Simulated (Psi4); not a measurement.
# SCAN/def2-TZVP run of CH3AlF2 (SMILES [CH3][Al]([F])[F])

Aim: the vertical electron affinity of CH3AlF2 at SCAN/def2-TZVP, from 2 runs. 

Program for the calculation: Psi4 1.11.

4 further runs of the same task are left out: 4 set aside as unsound or not needed. Runs told in other sessions of the task aren't counted.

## Step 1: The molecule

The species is CH3AlF2 (7 atoms), meant as a singlet with charge 0. As SMILES, `[CH3][Al]([F])[F]`. Geometry: relaxed at PBE0-D4/def2-TZVP.

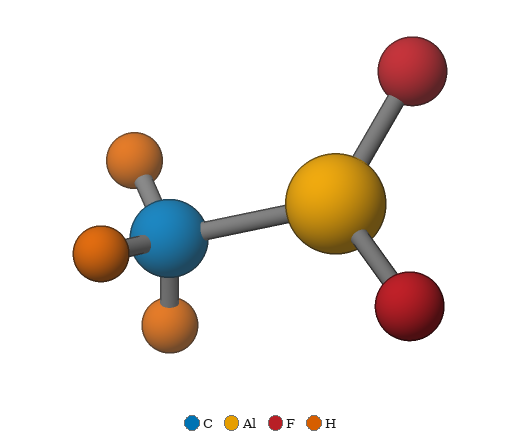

The structure, seen from a chosen angle (carbon blue, aluminium amber, fluorine red, hydrogen orange).

## Step 2: The energy at SCAN/def2-TZVP

Contents of input.dat:

```
memory 1600 mb

molecule {
  C     -0.47923455     1.56072481    -0.45107763
  Al     0.55387873    -1.80695612     0.46392776
  F      2.85953357    -2.30452101     2.48593472
  F     -0.80011004    -4.34183474    -0.71545031
  H     -2.03296736     1.54201652    -1.80676715
  H     -1.08356896     2.61632582     1.21906232
  H      1.09811985     2.60574335    -1.28161226
  units bohr
  symmetry c1
}

set puream true
set scf_type pk
set dft_radial_points 99
set dft_spherical_points 590

E, wfn = energy('scan/def2-TZVP', return_wfn=True)
```

Started as:

```
$ psi4 input.dat output.dat -n 1
```

output.dat:

```text
[...]
  Running in c1 symmetry.
[...]
  Nuclear repulsion =  156.129290528077092
[...]
  Multiplicity = 1
[...]
  Nalpha       = 20
  Nbeta        = 20
[...]
    Number of basis functions: 148
[...]
   @RKS iter   1:  -481.77841116798402   -4.30506e-01   7.23136e-03 ADIIS/DIIS
[...]
   @RKS iter   8:  -482.24293991397803   -2.27151e-07   7.64594e-07 DIIS
[...]
    Orbital Energies [Eh]
    ---------------------
    Doubly Occupied:
       1A    -55.748070     2A    -24.451732     3A    -24.451302
       4A    -10.026831     5A     -4.088332     6A     -2.629621
       7A     -2.621887     8A     -2.619186     9A     -1.114006
      10A     -1.106170    11A     -0.667322    12A     -0.435809
      13A     -0.403552    14A     -0.388976    15A     -0.384459
      16A     -0.379430    17A     -0.374900    18A     -0.365074
      19A     -0.353243    20A     -0.301803
[...]
  @RKS Final Energy:  -482.24293991397803
   => Energetics <=
    Nuclear Repulsion Energy =            156.1292905280770924
    One-Electron Energy =                -981.1838546896783555
    Two-Electron Energy =                 389.0720623131219327
    DFT Exchange-Correlation Energy =     -46.2604380654986187
    Empirical Dispersion Energy =           0.0000000000000000
    VV10 Nonlocal Energy =                  0.0000000000000000
    Total Energy =                       -482.2429399139780344
[...]
 Multipole Moments:
 ------------------------------------------------------------------------------------
     Multipole            Electronic (a.u.)      Nuclear  (a.u.)        Total (a.u.)
 ------------------------------------------------------------------------------------
 L = 1.  Multiply by 2.5417464519 to convert [e a0] to [Debye]
 Dipole X            :          2.0545080           -2.3006788           -0.2461708
 Dipole Y            :         -6.7667583            7.5585478            0.7917895
 Dipole Z            :          1.8203299           -2.0384129           -0.2180831
 Magnitude           :                                                    0.8573744
[...]
```

Wall time 64 s (1 thread of Intel Xeon Platinum 8259CL at 2.50GHz (Skylake/Cascade Lake), shared host); peak memory 1.2 GiB.

## Step 3: The doublet anion

Contents of calc.inp:

```
memory 1.6 GB

molecule {
  -1 2
  C     -0.47923455     1.56072481    -0.45107763
  Al     0.55387873    -1.80695612     0.46392776
  F      2.85953357    -2.30452101     2.48593472
  F     -0.80011004    -4.34183474    -0.71545031
  H     -2.03296736     1.54201652    -1.80676715
  H     -1.08356896     2.61632582     1.21906232
  H      1.09811985     2.60574335    -1.28161226
  units au
  symmetry c1
}

set globals {
  basis                def2-TZVP
  reference            uks
  puream               true
  scf_type             pk
  dft_radial_points    99
  dft_spherical_points 590
  maxiter              100
}

energy("scan")
```

Started as:

```
$ psi4 -i calc.inp -o calc.out -n 1
```

calc.out:

```text
[...]
  Running in c1 symmetry.
[...]
  Nuclear repulsion =  156.129290528077092
[...]
  Multiplicity = 2
[...]
  Nalpha       = 21
  Nbeta        = 20
[...]
    Number of basis functions: 148
[...]
   @UKS iter   1:  -481.60096581378593   -2.53061e-01   7.92028e-03 DIIS/ADIIS
[...]
   @UKS iter  11:  -482.20766291793240   -2.63098e-08   6.34043e-07 DIIS
[...]
   @S^2 Observed:                7.541392605E-01
[...]
    Orbital Energies [Eh]
    ---------------------
    Alpha Occupied:
       1A    -55.519151     2A    -24.247133     3A    -24.246909
       4A     -9.819680     5A     -3.858444     6A     -2.397450
       7A     -2.393456     8A     -2.390714     9A     -0.910573
      10A     -0.903080    11A     -0.472110    12A     -0.236415
      13A     -0.206407    14A     -0.194892    15A     -0.192750
      16A     -0.180001    17A     -0.175213    18A     -0.162378
      19A     -0.154615    20A     -0.100516    21A      0.112089
    Alpha Virtual:
      22A      0.129281    23A      0.194270    24A      0.218925
      25A      0.240944    26A      0.248113    27A      0.288145
[...]
  @UKS Final Energy:  -482.20766291793240
   => Energetics <=
    Nuclear Repulsion Energy =            156.1292905280770924
    One-Electron Energy =                -989.4475547491002771
    Two-Electron Energy =                 397.5542459796045023
    DFT Exchange-Correlation Energy =     -46.4436446765137561
    Empirical Dispersion Energy =           0.0000000000000000
    VV10 Nonlocal Energy =                  0.0000000000000000
    Total Energy =                       -482.2076629179323959
  UHF NO Occupations:
  HONO-2 :   19  A 1.9993913
  HONO-1 :   20  A 1.9988634
[...]
 Multipole Moments:
 ------------------------------------------------------------------------------------
     Multipole            Electronic (a.u.)      Nuclear  (a.u.)        Total (a.u.)
 ------------------------------------------------------------------------------------
 L = 1.  Multiply by 2.5417464519 to convert [e a0] to [Debye]
 Dipole X            :          2.3174074           -2.3006788            0.0167286
 Dipole Y            :         -7.7663417            7.5585478           -0.2077939
 Dipole Z            :          2.0535338           -2.0384129            0.0151208
 Magnitude           :                                                    0.2090138
[...]
```

Wall time 2 min (1 thread of Intel Xeon Platinum 8259CL at 2.50GHz (Skylake/Cascade Lake), shared host); peak memory 1.2 GiB.

## Step 4: Summary of results

At SCAN/def2-TZVP:

| quantity | value |
| --- | --- |
| singlet CH3AlF2: total energy | -482.24294 Eh |
| singlet CH3AlF2: dipole moment | 2.18 D |
| singlet CH3AlF2: HOMO energy | -8.21 eV |
| singlet CH3AlF2: LUMO energy | -0.91 eV |
| singlet CH3AlF2: HOMO–LUMO gap | 7.30 eV |
| doublet anion: total energy | -482.20766 Eh |
| doublet anion: HOMO energy (highest over α and β) | 3.05 eV |
| doublet anion: LUMO energy (lowest over α and β) | 3.52 eV |
| doublet anion: ⟨S²⟩ | 0.754 |
| vertical electron affinity (to the doublet anion) | -0.960 eV |

**Reading.** The anion lies 0.96 eV (92.6 kJ/mol) above the neutral: the electron isn't bound at this level, and such a value depends on the basis. Without diffuse functions anions come out too high. The HOMO (doublet anion) lies at positive energy, 3.05 eV, from the functional's self-interaction, a short basis or an electron that isn't bound; only total energies against the neutral tell.
